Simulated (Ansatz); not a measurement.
**AlRu, pressure series**

The reference is AlRu in the CsCl type structure (space group Pm-3m, No. 221; a = 2.976 Å).

Cell and atoms are relaxed at each pressure.

All numbers come from Kohn–Sham DFT with the PBEsol functional, run in Ansatz (a quantum-chemistry and plane-wave program) with PAW and 420 eV plane waves, no spin-orbit coupling.

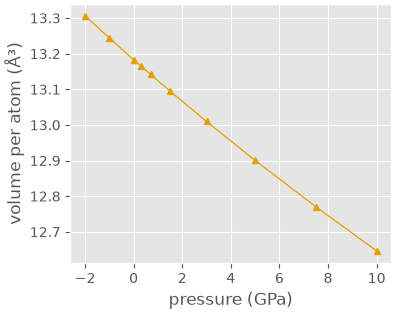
Volume per atom against pressure

```json
[
 {"pressure (GPa)": "-2", "volume per atom": "13.31 Å³"},
 {"pressure (GPa)": "-1", "volume per atom": "13.24 Å³"},
 {"pressure (GPa)": "0.3", "volume per atom": "13.17 Å³"},
 {"pressure (GPa)": "0.7", "volume per atom": "13.14 Å³"},
 {"pressure (GPa)": "1.5", "volume per atom": "13.09 Å³"},
 {"pressure (GPa)": "3", "volume per atom": "13.01 Å³"},
 {"pressure (GPa)": "5", "volume per atom": "12.90 Å³"},
 {"pressure (GPa)": "7.5", "volume per atom": "12.77 Å³"},
 {"pressure (GPa)": "10", "volume per atom": "12.65 Å³"}
]
```

Load acts through the strain it causes; cell and atoms are relaxed under it. Whether these cells are dynamically stable was not tested. Competing high-pressure phases were not computed. The final runs are not spin-polarised.
